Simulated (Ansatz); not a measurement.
## A hypothetical structure for Na3Be3P2

Starting from a made-up structure for Na3Be3P2, the aim is the relaxed cell, its shortest contacts and, where a second run follows, its electronic structure.

Main program and level: Ansatz 0.2.0; DFT, PBE, plane-wave PAW, files of the set soft_1, scalar-relativistic, no spin, cell and ions relaxed at zero pressure; PAW set soft_1.

## Step 1: Starting point

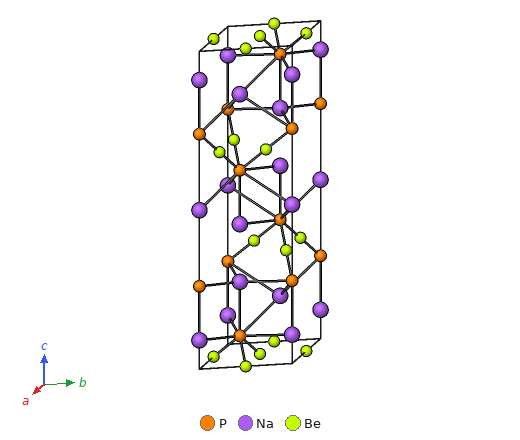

The starting structure, seen slightly off an axis (phosphorus orange, sodium purple, beryllium green). This picture shows the conventional cell, with its axes. Bonds to atoms that aren't drawn are left out. Some periodic images of atoms are drawn too.

Coordinates:

```cif
data_structure
_symmetry_space_group_name_H-M 'R-3m:H'
_symmetry_Int_Tables_number 166
_cell_length_a 4.9010
_cell_length_b 4.9010
_cell_length_c 17.0680
_cell_angle_alpha 90.000
_cell_angle_beta 90.000
_cell_angle_gamma 120.000
_cell_volume 355.04
loop_
_atom_site_label
_atom_site_type_symbol
_atom_site_symmetry_multiplicity
_atom_site_Wyckoff_symbol
_atom_site_fract_x
_atom_site_fract_y
_atom_site_fract_z
_atom_site_occupancy
P1 P 6 c 0.33333 0.66667 0.92730 1
Na1 Na 6 c 0.00000 0.00000 0.90930 1
Na2 Na 3 b 0.66667 0.33333 0.83333 1
Be1 Be 9 e 0.50000 0.50000 0.00000 1
```

## Step 2: Relaxation of the guess

The guessed cell has no reason to be at equilibrium. It is relaxed with the atoms, within the space group of the guess.

The input, input.yaml:

```yaml
crystal:
  lattice:
    - [2.4505, 1.414796835, 5.689333333]
    - [-2.4505, 1.414796835, 5.689333333]
    - [0.0, -2.829593669, 5.689333333]
  atoms:
    - { symbol: P, position: [0.26063334, 0.26063334, 0.26063334] }
    - { symbol: P, position: [0.73936666, 0.73936666, 0.73936666] }
    - { symbol: Na, position: [0.909300007, 0.909300007, 0.909300007] }
    - { symbol: Na, position: [0.090699993, 0.090699993, 0.090699993] }
    - { symbol: Na, position: [0.5, 0.5, 0.5] }
    - { symbol: Be, position: [0.5, 0.0, 0.5] }
    - { symbol: Be, position: [0.0, 0.5, 0.5] }
    - { symbol: Be, position: [0.5, 0.5, 0.0] }
kpoints:
  mp_grid: { grid: [7, 7, 7] }
scf:
  occupations: { method: fermi_dirac, width: 0.05 }
hamiltonian:
  xc: pbe
  pseudopotentials: { kind: paw, azcp: { folder: soft_1 } }
relax:
  f_tol: 0.015
  max_steps: 70
  cell: {}
output:
  forces: true
  stress: true
```

Command:

```bash
ansatz run input.yaml --threads 4 --pin off --max-ram 10240MiB --backend cpu --events-out ev --progress --plain --runs-dir out
```

Numbers of over 12 decimals in the logs are rounded to 6 here.

Output:

```text
Engine: ansatz 0.2.0, aarch64-unknown-linux-gnu
Pseudopotentials: kind: paw
Pseudopotential: P, paw, valence charge 5, recommended cutoff 420 eV (normal), soft_1/P.paw.azcp
Pseudopotential: Na, paw, valence charge 9, recommended cutoff 420 eV (normal), soft_1/Na.paw.azcp
Pseudopotential: Be, paw, valence charge 2, recommended cutoff 420 eV (normal), soft_1/Be.paw.azcp
Functional definition: PBE
  parameter kappa = 0.804
  parameter beta = 0.066725
  exchange = pbe_x(kappa = kappa, mu = beta*pi^2/3)
  correlation = pbe_c(beta = beta)
Crystal: 8 atoms, lattice volume = 118.348 Å³
Basis set: ecut = 420 eV, 2335 PW (Γ), exchange–correlation on 90×90×90 points (8 copies of the dense FFT grid, shifted against one another)
Bands: 30, of which v1, the nominal top of the filled ones, is band 22 counted from 1 (21 counted from 0)
Symmetry: 12 space group operations
Space group: R-3m (ITA 166), of the structure as read, at distance tolerance 4.9e-5 Å
k-points: 44 of 343
Non-local potential: P, projectors of the file, l = 0: 2, l = 1: 2, l = 2: 1
Non-local potential: Na, projectors of the file, l = 0: 3, l = 1: 2, l = 2: 1
Non-local potential: Be, projectors of the file, l = 0: 2, l = 1: 2, l = 2: 1
PAW form: soft (Blöchl's): semilocal exchange-correlation on the pseudo side does not see the compensation charge
PAW one-centre angular grid: P, 110 points (default); XC on 64 Gauss nodes
PAW one-centre angular grid: Na, 110 points (default); XC on 64 Gauss nodes
PAW one-centre angular grid: Be, 110 points (default); XC on 64 Gauss nodes
Initial density: superposition of atomic densities (chi_scale 0.1, normalization cell, long waves kept (reshape's long-wave potential 0.03 eV rms))
Initial wavefunctions: pseudopotential atomic-orbital guess
Functional: x = pbe(κ = 0.804, μ = 0.219515), c = pbe(β = 0.066725)
SCF iter   1: F=—  HF=-6248.894659 eV  |F-HF|=—  |Δ(HF+E_count)|=         —  Δρ=4.38e-2  dr2=3.94e0  ethr=3.10e-3  ⟨swp⟩=9.7  Hψ=8165  notcnv=0  defer=7
preconditioner: auto → Kerker (q_TF=auto, 2.305 Å⁻¹)  [metal: Δε(μ)=0.012 eV  Ē_g=9.240 eV  σ=0.050 eV  W_gap=0.06  n_scr=22 (ndim 8)  ℏωp=14.9 eV  f_vac=0.000  D(μ)=2.48/eV (n_scr^D=14)]
SCF iter   2: F=—  HF=-6247.998571 eV  |F-HF|=—  |Δ(HF+E_count)|=   8.96e-1  Δρ=2.33e-2  dr2=1.50e0  ethr=3.10e-3  ⟨swp⟩=3.0  Hψ=2754  notcnv=0  defer=87
SCF iter   3: F=—  HF=-6247.612522 eV  |F-HF|=—  |Δ(HF+E_count)|=   3.86e-1  Δρ=4.83e-3  dr2=6.20e-2  ethr=3.10e-3  ⟨swp⟩=2.9  Hψ=1929  notcnv=0  defer=87
SCF iter   4: F=—  HF=-6247.603084 eV  |F-HF|=—  |Δ(HF+E_count)|=   9.44e-3  Δρ=2.26e-3  dr2=1.50e-2  ethr=1.44e-4  ⟨swp⟩=3.6  Hψ=2658  notcnv=0  defer=78
SCF iter   5: F=—  HF=-6247.600547 eV  |F-HF|=—  |Δ(HF+E_count)|=   2.54e-3  Δρ=6.00e-4  dr2=9.41e-4  ethr=3.48e-5  ⟨swp⟩=2.0  Hψ=1813  notcnv=0  defer=78
SCF iter   6: F=—  HF=-6247.600395 eV  |F-HF|=—  |Δ(HF+E_count)|=   1.52e-4  Δρ=1.70e-4  dr2=7.00e-5  ethr=2.19e-6  ⟨swp⟩=2.0  Hψ=1549  notcnv=0  defer=78
SCF iter   7: F=—  HF=-6247.600313 eV  |F-HF|=—  |Δ(HF+E_count)|=   8.16e-5  Δρ=5.20e-5  dr2=6.18e-6  ethr=1.63e-7  ⟨swp⟩=2.0  Hψ=1644  notcnv=0  defer=78
SCF iter   8: F=—  HF=-6247.600312 eV  |F-HF|=—  |Δ(HF+E_count)|=   9.70e-7  Δρ=1.51e-5  dr2=5.53e-7  ethr=1.44e-8  ⟨swp⟩=2.5  Hψ=1809  notcnv=0  defer=78
SCF iter   9: F=-6247.600312 eV  HF=-6247.600312 eV  |F-HF|=1.70e-8  |Δ(HF+E_count)|=   1.63e-7  Δρ=5.35e-6  dr2=5.10e-8  ethr=2.33e-10  ⟨swp⟩=5.0  Hψ=4721  notcnv=0
SCF 1 converged in 9 iterations: F = -6247.600312 eV  dr2 = 5.10e-8
  greatest PAW one-centre occupation: 0.999 electrons in one spin orbital (limit 2), on the Na atom at site 3 (counted from 0), in its partial waves of l = 0
relax step   1: F+E_penalty+E_count = -6247.60031222 eV  Δ(F+E_penalty+E_count) = +0.000e0 eV  max|allowed force component| = 5.447e0 eV/Å  Δτ_max = 0.0000 Å  P = +15.644 GPa  Ω = 118.348 Å³  (9 SCF iters, dr2 threshold 1.00e-7 eV, accepted)
Crystal: 8 atoms, lattice volume = 126.949 Å³
Basis set: ecut = 420 eV, 2443 PW (Γ), exchange–correlation on 90×90×90 points (8 copies of the dense FFT grid, shifted against one another)
Initial density: handed on by an earlier stage of this run
Initial wavefunctions: those handed on with the density
iter 1 solved again at ethr=8.31e-4 eV; its pass at ethr=3.10e-3 eV (dr2=3.57e-1 eV) is discarded
SCF iter   1: F=—  HF=-6248.783919 eV  |F-HF|=—  |Δ(HF+E_count)|=         —  Δρ=8.97e-3  dr2=3.56e-1  ethr=8.31e-4  ⟨swp⟩=1.9  Hψ=7472  notcnv=0
preconditioner: auto → Kerker (q_TF=auto, 2.278 Å⁻¹)  [metal: Δε(μ)=0.013 eV  Ē_g=8.503 eV  σ=0.050 eV  W_gap=0.07  n_scr=22 (ndim 8)  ℏωp=14.4 eV  f_vac=0.000  D(μ)=2.66/eV (n_scr^D=14)]
SCF iter   2: F=—  HF=-6248.723798 eV  |F-HF|=—  |Δ(HF+E_count)|=   6.01e-2  Δρ=5.28e-3  dr2=1.41e-1  ethr=8.27e-4  ⟨swp⟩=1.9  Hψ=1512  notcnv=0
SCF iter   3: F=—  HF=-6248.689113 eV  |F-HF|=—  |Δ(HF+E_count)|=   3.47e-2  Δρ=1.12e-3  dr2=2.66e-3  ethr=3.28e-4  ⟨swp⟩=3.1  Hψ=2217  notcnv=0
SCF iter   4: F=—  HF=-6248.688527 eV  |F-HF|=—  |Δ(HF+E_count)|=   5.86e-4  Δρ=3.36e-4  dr2=5.61e-4  ethr=6.19e-6  ⟨swp⟩=2.0  Hψ=1743  notcnv=0
SCF iter   5: F=—  HF=-6248.688303 eV  |F-HF|=—  |Δ(HF+E_count)|=   2.25e-4  Δρ=1.26e-4  dr2=3.00e-5  ethr=1.31e-6  ⟨swp⟩=2.0  Hψ=1617  notcnv=0
SCF iter   6: F=—  HF=-6248.688304 eV  |F-HF|=—  |Δ(HF+E_count)|=   9.76e-7  Δρ=6.93e-5  dr2=5.19e-6  ethr=6.98e-8  ⟨swp⟩=2.0  Hψ=2227  notcnv=0
SCF iter   7: F=-6248.688302 eV  HF=-6248.688302 eV  |F-HF|=2.58e-7  |Δ(HF+E_count)|=   1.54e-6  Δρ=1.64e-5  dr2=6.45e-7  ethr=1.86e-9  ⟨swp⟩=4.0  Hψ=5563  notcnv=0
SCF 2 converged in 7 iterations: F = -6248.688302 eV  dr2 = 6.45e-7
relax step   2: F+E_penalty+E_count = -6248.68830170 eV  Δ(F+E_penalty+E_count) = -1.088e0 eV  max|allowed force component| = 3.000e0 eV/Å  Δτ_max = 0.0644 Å  P = +7.395 GPa  Ω = 126.949 Å³  energy of the carried Pulay correction = -6.308e-4 eV  (7 SCF iters, dr2 threshold 8.00e-7 eV, accepted)
Crystal: 8 atoms, lattice volume = 131.875 Å³
Basis set: ecut = 420 eV, 2611 PW (Γ), exchange–correlation on 90×90×90 points (8 copies of the dense FFT grid, shifted against one another)
iter 1 solved again at ethr=3.80e-4 eV; its pass at ethr=3.10e-3 eV (dr2=1.63e-1 eV) is discarded
SCF iter   1: F=—  HF=-6249.299658 eV  |F-HF|=—  |Δ(HF+E_count)|=         —  Δρ=9.24e-3  dr2=1.63e-1  ethr=3.80e-4  ⟨swp⟩=2.2  Hψ=8664  notcnv=0
preconditioner: auto → Kerker (q_TF=auto, 2.263 Å⁻¹)  [metal: Δε(μ)=0.027 eV  Ē_g=8.242 eV  σ=0.050 eV  W_gap=0.13  n_scr=22 (ndim 8)  ℏωp=14.1 eV  f_vac=0.000  D(μ)=2.83/eV (n_scr^D=14)]
SCF iter   2: F=—  HF=-6249.262843 eV  |F-HF|=—  |Δ(HF+E_count)|=   3.68e-2  Δρ=5.48e-3  dr2=6.59e-2  ethr=3.79e-4  ⟨swp⟩=2.0  Hψ=1643  notcnv=0
SCF iter   3: F=—  HF=-6249.239132 eV  |F-HF|=—  |Δ(HF+E_count)|=   2.37e-2  Δρ=8.26e-4  dr2=1.90e-3  ethr=1.53e-4  ⟨swp⟩=2.3  Hψ=2066  notcnv=0  defer=1
SCF iter   4: F=—  HF=-6249.238712 eV  |F-HF|=—  |Δ(HF+E_count)|=   4.20e-4  Δρ=4.42e-4  dr2=3.14e-4  ethr=4.42e-6  ⟨swp⟩=2.0  Hψ=2020  notcnv=0  defer=1
SCF iter   5: F=—  HF=-6249.238525 eV  |F-HF|=—  |Δ(HF+E_count)|=   1.87e-4  Δρ=1.18e-4  dr2=2.65e-5  ethr=7.30e-7  ⟨swp⟩=2.0  Hψ=2206  notcnv=0  defer=1
SCF iter   6: F=—  HF=-6249.238524 eV  |F-HF|=—  |Δ(HF+E_count)|=   9.35e-7  Δρ=3.91e-5  dr2=5.23e-6  ethr=6.16e-8  ⟨swp⟩=2.2  Hψ=1933  notcnv=0  defer=1
SCF iter   7: F=-6249.238524 eV  HF=-6249.238525 eV  |F-HF|=2.95e-7  |Δ(HF+E_count)|=   4.17e-7  Δρ=1.21e-5  dr2=6.24e-7  ethr=1.86e-9  ⟨swp⟩=3.5  Hψ=4966  notcnv=0
SCF 3 converged in 7 iterations: F = -6249.238524 eV  dr2 = 6.24e-7
relax step   3: F+E_penalty+E_count = -6249.23852421 eV  Δ(F+E_penalty+E_count) = -5.502e-1 eV  max|allowed force component| = 3.831e-1 eV/Å  Δτ_max = 0.1444 Å  P = +1.413 GPa  Ω = 131.875 Å³  energy of the carried Pulay correction = -9.727e-4 eV  (7 SCF iters, dr2 threshold 8.00e-7 eV, accepted)
[...]
relax step   4: F+E_penalty+E_count = -6249.27025275 eV  Δ(F+E_penalty+E_count) = -3.173e-2 eV  max|allowed force component| = 4.866e-2 eV/Å  Δτ_max = 0.0674 Å  P = +0.079 GPa  Ω = 134.610 Å³  energy of the carried Pulay correction = -1.157e-3 eV  (7 SCF iters, dr2 threshold 8.00e-7 eV, accepted)
[...]
relax step   5: F+E_penalty+E_count = -6249.27073116 eV  Δ(F+E_penalty+E_count) = -4.784e-4 eV  max|allowed force component| = 9.145e-3 eV/Å  Δτ_max = 0.0080 Å  P = +0.012 GPa  Ω = 134.624 Å³  energy of the carried Pulay correction = -1.158e-3 eV  (5 SCF iters, dr2 threshold 1.48e-7 eV, accepted)
[...]
relax step   6: F+E_penalty+E_count = -6249.27274411 eV  Δ(F+E_penalty+E_count) = -2.013e-3 eV  max|allowed force component| = 8.955e-3 eV/Å  Δτ_max = 0.0000 Å  P = +0.032 GPa  Ω = 134.624 Å³  stress off target by 6.06e-2 GPa  SCF on the basis re-selected at this cell (its energy is not comparable with the rows above)  (7 SCF iters)
[...]
relax step   7: F+E_penalty+E_count = -6249.27276210 eV  Δ(F+E_penalty+E_count) = -1.800e-5 eV  max|allowed force component| = 5.857e-4 eV/Å  Δτ_max = 0.0012 Å  P = +0.002 GPa  Ω = 134.671 Å³  energy of the carried Pulay correction = -3.012e-6 eV  (4 SCF iters, dr2 threshold 9.19e-9 eV, accepted)
iter 1 solved again at ethr=1.41e-5 eV; its pass at ethr=3.10e-3 eV (dr2=6.06e-3 eV) is discarded
SCF iter   1: F=—  HF=-6249.272760 eV  |F-HF|=—  |Δ(HF+E_count)|=         —  Δρ=1.03e-5  dr2=1.28e-7  ethr=1.41e-5  ⟨swp⟩=3.0  Hψ=10910  notcnv=0
eigensolver tolerance schedule: the retry pair's looser diagonalisation over-reported the residual by 47143.30 of it (diagonalisation noise at an unbounded share of the residual, at the tolerance the schedule requests for it); recorded, not acted on — ethr = c·dr2/N_el stays at c = 1.0e-1
SCF iter   2: F=—  HF=-6249.272766 eV  |F-HF|=—  |Δ(HF+E_count)|=   6.48e-6  Δρ=6.39e-6  dr2=4.60e-8  ethr=2.99e-10  ⟨swp⟩=4.0  Hψ=3477  notcnv=0
SCF iter   3: F=—  HF=-6249.272766 eV  |F-HF|=—  |Δ(HF+E_count)|=   1.22e-8  Δρ=3.84e-6  dr2=2.29e-8  ethr=1.07e-10  ⟨swp⟩=1.8  Hψ=1828  notcnv=0
SCF iter   4: F=—  HF=-6249.272766 eV  |F-HF|=—  |Δ(HF+E_count)|=   5.45e-9  Δρ=1.73e-6  dr2=6.09e-9  ethr=5.32e-11  ⟨swp⟩=2.0  Hψ=2106  notcnv=0
SCF iter   5: F=—  HF=-6249.272766 eV  |F-HF|=—  |Δ(HF+E_count)|=   1.34e-9  Δρ=6.25e-7  dr2=3.95e-10  ethr=1.42e-11  ⟨swp⟩=2.0  Hψ=2279  notcnv=0
SCF iter   6: F=—  HF=-6249.272766 eV  |F-HF|=—  |Δ(HF+E_count)|=  7.64e-11  Δρ=4.15e-7  dr2=2.05e-10  ethr=1.00e-12  ⟨swp⟩=2.0  Hψ=1566  notcnv=0
SCF iter   7: F=-6249.272766 eV  HF=-6249.272766 eV  |F-HF|=4.55e-11  |Δ(HF+E_count)|=  6.37e-11  Δρ=2.02e-7  dr2=5.91e-11  ethr=1.00e-12  ⟨swp⟩=4.0  Hψ=4763  notcnv=0
SCF 8 converged in 7 iterations: F = -6249.272766 eV  dr2 = 5.91e-11
relax step   8: F+E_penalty+E_count = -6249.27276602 eV  Δ(F+E_penalty+E_count) = -3.919e-6 eV  max|allowed force component| = 5.803e-4 eV/Å  Δτ_max = 0.0000 Å  P = +0.002 GPa  Ω = 134.671 Å³  stress off target by 5.28e-3 GPa  SCF on the basis re-selected at this cell (its energy is not comparable with the rows above)  (7 SCF iters)
basis re-selected at this cell: Δ(F+E_penalty+E_count) = -3.919e-6 eV, ΔP = +0.000 GPa vs the last step (what re-selecting the basis moved, of the pressure what is left beyond the Pulay correction that the steps carried, after the strain that the cell walked since its last selection, with what the two solves' SCF thresholds leave and, on support functions, any second-order correction that the steps lacked; it is no m [...]
SCF converged after 7 iterations
Free energy (F): -6249.272766 eV
Harris-Foulkes:  -6249.272766 eV  (|F-HF|=4.55e-11)
Internal energy: -6249.244584 eV  (E = F + TS)
E sigma→0 (E₀):  -6249.258675 eV
Entropy (-TS):   -0.028182 eV (-3.523 meV/atom)
Fermi energy:    5.861482 eV
--- Per-component energies (eV) ---
  E_band       = -615.470411
  E_kinetic    = 536.963613
  E_local      = -4615.369258  (includes V_loc(G=0)·N_el)
  E_nonlocal   = 911.496345
  E_hartree    = 1595.719844
  E_xc         = -316.098235
  E_vxc        = -324.304810  (∫ρ·V_xc dr)
  E_paw        = -2172.824381  (= ΣΔE_a)
  E_vpaw       = -315.696166  (= ΣTr[D̂ρ^β])
  E_aug_tail   = 0.000028  (compensation charges beyond the density's cutoff)
  E_ewald      = -2189.132541
  E_smearing   = -0.028182  (= −TS)
  E_closure    = -0.000000  (closes the sum)
  Σ components = -6249.272766   (vs F -6249.272766, Δ=0.00e0)
--- Forces (eV/Å), atoms counted from 1 ---
  atom   1  P     -0.00000000     0.00000000     0.00058030
  atom   2  P      0.00000000    -0.00000000    -0.00058030
  atom   3  Na     0.00000000     0.00000000     0.00036323
  atom   4  Na    -0.00000000    -0.00000000    -0.00036323
  atom   5  Na    -0.00000000     0.00000000    -0.00000000
  atom   6  Be    -0.00000000    -0.00000000     0.00000000
  atom   7  Be    -0.00000000    -0.00000000    -0.00000000
  atom   8  Be    -0.00000000     0.00000000     0.00000000
  max |Σ_I F_I| component: 2.31e-18 eV/Å
--- Stress (GPa, compression-positive) ---
        0.000452       0.000000      -0.000000
        0.000000       0.000452       0.000000
       -0.000000       0.000000       0.005277
  P = ⅓ Tr σ = 0.0021 GPa (0.021 kbar)
--- Relaxed structure (6 steps of the walk, 6 accepted, 2 SCFs on fresh bases) ---
  F+E_penalty+E_count = -6249.27276602 eV   max|allowed force component| = 5.803e-4 eV/Å   (the final SCF, on the basis selected at the relaxed cell)
  cell:  # Å, volume = 134.6713 Å³
    - [2.530573, 1.461027, 6.070813]
    - [-2.530573, 1.461027, 6.070813]
    - [0, -2.922054, 6.070813]
  atoms:
    - { symbol: P, position: [0.249842, 0.249842, 0.249842] }
    - { symbol: P, position: [0.750158, 0.750158, 0.750158] }
    - { symbol: Na, position: [0.910572, 0.910572, 0.910572] }
    - { symbol: Na, position: [0.089428, 0.089428, 0.089428] }
    - { symbol: Na, position: [0.5, 0.5, 0.500000] }
    - { symbol: Be, position: [0.5, 5.551115123125783e-17, 0.500000] }
    - { symbol: Be, position: [5.551115123125783e-17, 0.5, 0.500000] }
    - { symbol: Be, position: [0.5, 0.5, -5.551115123125783e-17] }
```

It took 19 s on 4 threads of Arm Neoverse V1, shared host; peak memory 0.62 GiB.

Step by step:

```tsv
step	energy less that of the first step (eV)	largest force component (eV/Å)	pressure (GPa)	volume (Å³)
1	0.0000	5.4466	15.64	118.35
2	-1.0880	3.0002	7.39	126.95
3	-1.6382	0.3831	1.41	131.87
4	-1.6699	0.0487	0.08	134.61
5	-1.6704	0.0091	0.01	134.62
6*	-1.6724	0.0090	0.03	134.62
7	-1.6725	0.0006	0.00	134.67
8*	-1.6725	0.0006	0.00	134.67
```

Relaxation steps marked * repeat the geometry before them on a plane-wave basis chosen anew for their cell, so energy and pressure can jump there.

The run keeps the 12 symmetry operations that it works with, so distortions that break them were not tested.

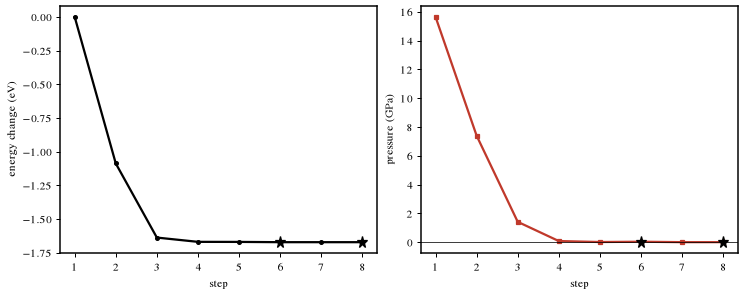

Energy and pressure along the relaxation. Stars mark steps on a basis chosen anew.

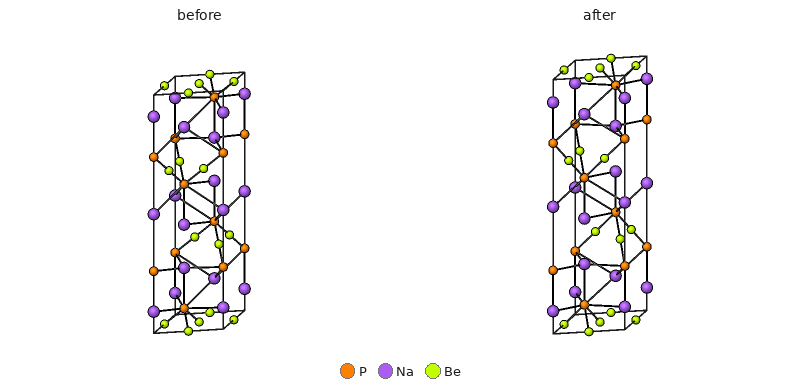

Before and after, at one scale. Bonds to atoms that aren't drawn are left out.

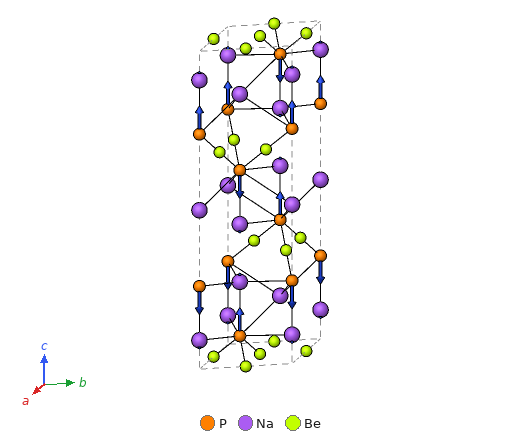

Displacements in the relaxation, exaggerated, measured against the changing cell; the longest in the cell stands for 0.20 Å. Bonds to atoms that aren't drawn are left out. Some periodic images of atoms are drawn too.

```tsv
conventional cell, symmetrised	before	after	change
a (Å)	4.901	5.061	+3.3 %
b (Å)	4.901	5.061	+3.3 %
c (Å)	17.068	18.212	+6.7 %
volume (Å³/atom)	14.79	16.83	+13.8 %
```

The atoms that moved most (Å, as changes of fractional coordinates times the final cell):

```tsv
atom	dx	dy	dz	length
P2	0.000	0.000	0.197	0.197
P1	0.000	0.000	-0.197	0.197
Na4	0.000	0.000	-0.023	0.023
Na3	0.000	0.000	0.023	0.023
```

The relaxed structure:

```
P Na Be
1.0
     2.53057    1.46103    6.07081
    -2.53057    1.46103    6.07081
     0.00000   -2.92205    6.07081
P Na Be
2 3 3
Direct
  0.24984 0.24984 0.24984
  0.75016 0.75016 0.75016
  0.91057 0.91057 0.91057
  0.08943 0.08943 0.08943
  0.50000 0.50000 0.50000
  0.50000 0.00000 0.50000
  0.00000 0.50000 0.50000
  0.50000 0.50000 0.00000
```

Numbers from this step:

- free energy: -6249.2728 eV
- energy at zero smearing: -6249.2587 eV
- smearing term TS: 0.02818 eV
- Fermi energy: 5.861 eV
- electrons: 43
- symmetry operations: 12
- pressure: 0.002060 GPa

The shortest distance of each pair, which need not be the same contact before and after:

```tsv
pair	guess (Å)	relaxed (Å)
Be–P	1.882	2.109
Be–Be	2.450	2.531
Na–P	2.846	2.922
Be–Na	2.899	3.009
Na–Na	3.096	3.243
```

The relaxation ends with a largest force component of 5.8e-4 eV/Å and a pressure of 0.00 GPa.

## Step 3: What came out

| Quantity | Value |
| --- | --- |
| space group, relaxed | R-3m |
| conventional cell | a = 5.061, b = 5.061, c = 18.212 Å; α = 90.0°, β = 90.0°, γ = 120.0° |
| volume per atom | 16.83 Å³ (guess 14.79) |

What this shows: Na3Be3P2 relaxes to R-3m with a = 5.061, b = 5.061 and c = 18.212 Å. The guessed volume was 12 % too small. The space group R-3m was held in the relaxation, so the end point is a stationary structure within it and may be a saddle against distortions or other arrangements. Mesh and cutoff weren't tested. No dispersion term is used, so weakly bound directions may come out too long. Nothing here tests whether the compound is stable against decomposition.

[Logs are printed without paths, hosts, clocks, repeated set-up lines and the standing remarks that a program may print on its own settings, such as how far it seeks lower states.]

[Hosts, paths, dates, database ids (printed as entryN), source tags and the programs' standing remarks are cut or masked in the printed files.]
